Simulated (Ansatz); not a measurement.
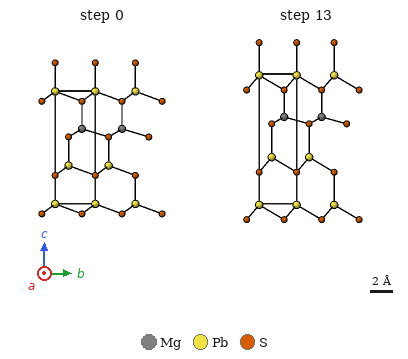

The structure of crystalline MgPb2S3 (built on the MnCd2Te3-156 type type) before (left) and after (right) a relaxation, at one scale.

The picture is a ball-and-stick view of the cell of the calculation, repeated 1 × 2 × 1 with one cell outlined, seen along the a axis.

All numbers below come from DFT, PBEsol, plane waves, PAW in Ansatz.

Input
```yaml
crystal:
  lattice:
    - [4.3675095, 0.0, 0.0]
    - [-2.18375475, 3.78237418, 0.0]
    - [0.0, 0.0, 10.61406438]
  atoms:
    - { symbol: Mg, position: [0.33333333, 0.66666667, 0.66410858] }
    - { symbol: Pb, position: [0.0, 0.0, 0.99686164] }
    - { symbol: Pb, position: [0.66666667, 0.33333333, 0.33764196] }
    - { symbol: S, position: [0.0, 0.0, 0.25037032] }
    - { symbol: S, position: [0.66666667, 0.33333333, 0.59208768] }
    - { symbol: S, position: [0.33333333, 0.66666667, 0.90892982] }
kpoints:
  mp_grid: { grid: [6, 6, 2] }
hamiltonian:
  xc: pbesol
scf:
  occupations: { method: fermi_dirac, width: 0.03 }
relax:
  f_tol: 0.01
  cell: {}
  max_steps: 120
```

Command:
```bash
ansatz run input.yaml --threads 2 --pin off --max-ram 2211MiB --backend cpu --events-out ev --progress --plain --runs-dir out
```

Question: What changed between the two?

Answer: The largest move relative to the cell is that of S6, 0.40 Å along −c. By element the largest moves are S 0.40 Å, Pb 0.25 Å, Mg 0.05 Å. The drawn cell changes as follows: a = b 4.368 → 4.081 Å (−6.5 %), c 10.614 → 12.219 Å (+15.1 %); the volume changes by +0.5 %. Among the contacts that change: Pb3–S5 2.701 → 3.148 Å, Pb2–S4 2.691 → 3.085 Å, Mg1–S5 2.635 → 2.444 Å, Pb3–S4 2.686 → 2.748 Å. Among the angles between lasting bonds that change: S4–Pb3–S4 108.8° → 95.9°, Pb3–S4–Pb3 108.8° → 95.9°, S6–Pb2–S6 108.6° → 96.5°. The space group stays P3m1 (No. 156). The energy falls by 0.762 eV per cell of the calculation in 11 accepted moves (13 points after the start). The largest force component goes from 1.4 to 0.0029 eV/Å. Pressure: 3.36 GPa at the start and −0.01 GPa at the end. At 2 points the geometry stayed and the basis and grid were re-selected for the new cell (energy shift of 3.3 meV per cell of the calculation at most each time). Cost: 27 s on 2 threads of Intel(R) Xeon(R) 6975P-C (Granite Rapids) (shared host), peak memory 0.48 GiB.
